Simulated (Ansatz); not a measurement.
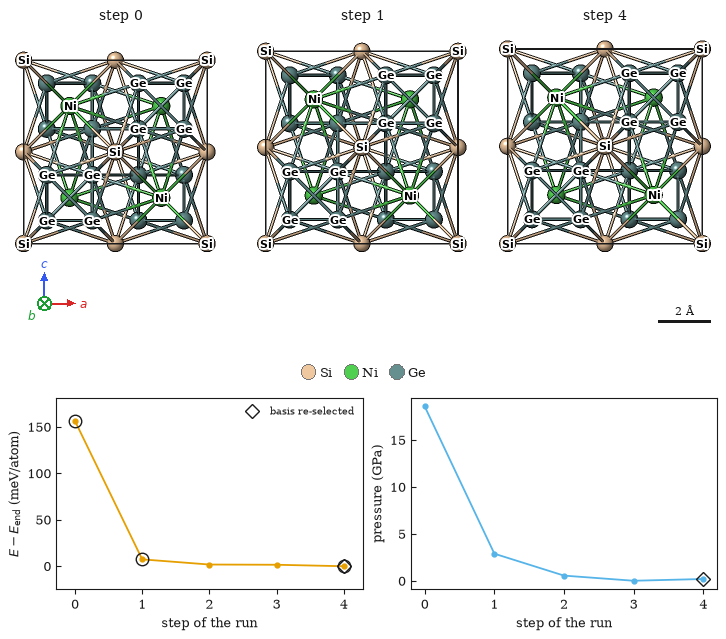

Frames of a relaxation of crystalline SiNiGe4 (a generated structure, set up in F-43m) (coarse preliminary run), marked on the history of the run. A ball-and-stick model of the conventional cell (4 times the calculation's cell), seen along the b axis. Lengths and directions refer to the drawn axes.

All numbers below come from DFT PBE, scalar-relativistic, plane waves, PAW (Ansatz). (plane-wave cutoff 420 eV; k-point mesh 4 × 4 × 4; occupations gaussian; smearing width 0.1 eV; collinear spin; cell and atoms relaxed; force threshold 0.04 eV/Å; at most 70 steps)

Q: Describe the path.

A: After 3 accepted moves (4 points after the start) the energy has fallen by 156 meV per atom. The largest force component goes from 0.31 to 0.0052 eV/Å. Pressure: 18.58 GPa at the start and 0.21 GPa at the end. The SCF was repeated once at an unchanged geometry on a basis and grid sized afresh for the cell, which shifted the energy by 1.6 meV per atom at most. The largest moves relative to the cell, 0.013 Å, are those of Ge atoms. Si and Ni stay in place. The volume changes by +19.6 %, with a = b = c 7.186 → 7.627 Å (+6.1 %). Some distances before and after: Ni–Si 3.112 → 3.303 Å, Ge–Si 2.977 → 3.163 Å, Ge–Ni 2.981 → 3.162 Å, Ge–Ge 2.525 → 2.700 Å. The space group stays F-43m (No. 216). The program noted that the starting moments weren't kept. From step 0 to 1: volume +15.3 %, energy −149 meV per atom. From step 1 to 4: volume +3.7 %, energy −7.4 meV per atom.
